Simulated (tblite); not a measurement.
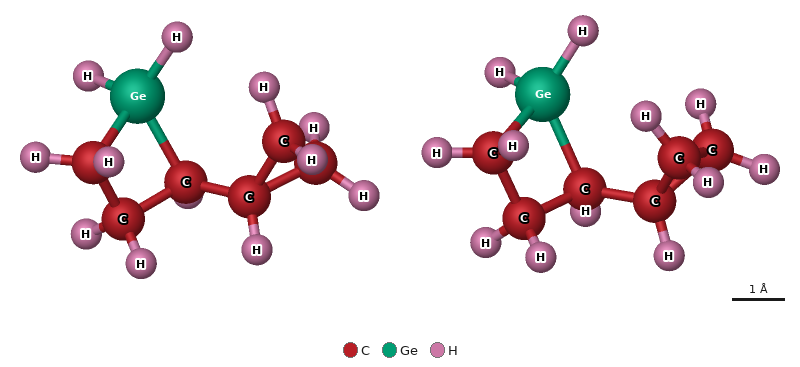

Two geometries of C6H12Ge, drawn at one scale. One is the start of a relaxation, the other its converged end. The picture is a ball-and-stick view, seen face on.

Theory: tblite, GFN2-xTB geometry optimisation, gas phase. 

### Which geometry has the lower energy?

The right one is the relaxed one. After 79 geometry steps the energy has fallen by 67.7 kJ/mol. The largest move after the best rigid fit is that of an H atom, 0.79 Å. Largest moves by element: H 0.79 Å, C 0.35 Å, Ge 0.23 Å. Some distances before and after: C–Ge 1.927 → 2.006 Å, C–H 1.126 → 1.080 Å, C–C 1.508 → 1.541 Å, Ge–H 1.540 → 1.513 Å. Among the angles between lasting bonds that change: Ge–C–H 107.7° → 120.3°, H–Ge–H 116.9° → 106.1°, C–C–H 116.7° → 108.3°. Groups turn about C–C by about 30°.
